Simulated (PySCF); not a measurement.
C$_{7}$H$_{9}$O (SMILES O=[C][C@]12CC[C@H](C1)C2) (doublet)

The calculation's input:

```
{"job": {"kind": "epr", "basis": "pcH-1"}, "charge": 0, "multiplicity": 2}
O      2.989537     0.905635    -0.984419
C      1.808468     0.905151    -1.151028
C      0.684094     0.348919    -0.409868
C     -0.595890     1.189875    -0.290109
C     -1.487879     0.169232     0.451517
C     -0.495682    -0.990310     0.555187
C      0.781179    -0.279040     1.016981
C      0.105782    -1.014472    -0.857069
H     -0.426398     2.098458     0.285910
H     -0.990555     1.466287    -1.266349
H     -1.803396     0.526071     1.430946
H     -2.374928    -0.101428    -0.119760
H     -0.839413    -1.902181     1.035880
H      1.639268    -0.935386     1.128254
H      0.707105     0.403801     1.859467
H     -0.578340    -1.003656    -1.702069
H      0.870050    -1.774926    -0.993379
```

Launched as:

```sh
OMP_NUM_THREADS=1 python probes_run.py task.json out
```

Geometry: GFN2-xTB.

Level of theory: UKS B3LYP, pcH-1 on C H O, non-relativistic, mean-field spin-orbit, GIAO (PySCF 2.14.0, density-fitted response routines).

**What will maps of the electron density, electron localisation function and spin density show?**

C–C (1.46 Å): ρ at the midpoint is about 1.8 e/Å³; the ELF peaks at about 0.95 between the atoms, as expected for a covalent bond.
C–H (1.09 Å): ρ is about 2 e/Å³ halfway; the ELF climbs to about 1 towards the hydrogen, as it does in any bond to H: a covalent bond by its length.
C–C (1.53 Å): ρ at the midpoint is about 1.6 e/Å³; the ELF peaks at about 0.95 between the atoms: a covalent bond.
The unpaired spin (1 electron) lies mostly on C2 (about 0.6), O1 (about 0.3) and C3 (about 0.1), in electrons by Hirshfeld's partition.

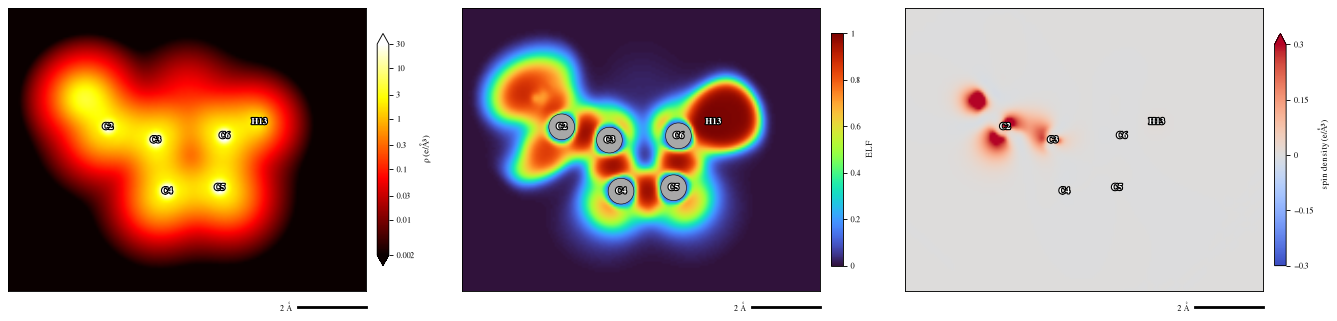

Computed electron density, electron localisation function and spin density on the plane of atoms C5, C6 and H13, in this order. Grey discs cover the atomic cores in the ELF map. 
